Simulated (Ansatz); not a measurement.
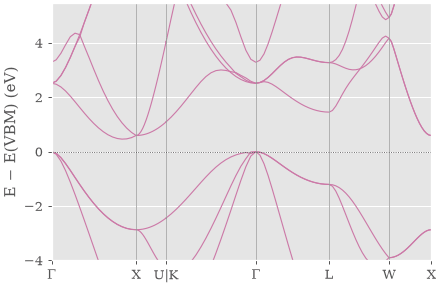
*Band structure from DFT-PBEsol in the program Ansatz with PAW potentials*

Question: Read off the gap and where the band edges lie.

Answer: About 0.5 eV (0.46 eV by a search for the band edges); maximum at Γ, minimum on the Γ–X line, 84 % of the way from Γ.

The material is Si (diamond, space group No. 227).

Space group Fd-3m (diamond). The PBEsol relaxation kept the symmetry of its start.

Potentials: the later of the program's two PAW sets.
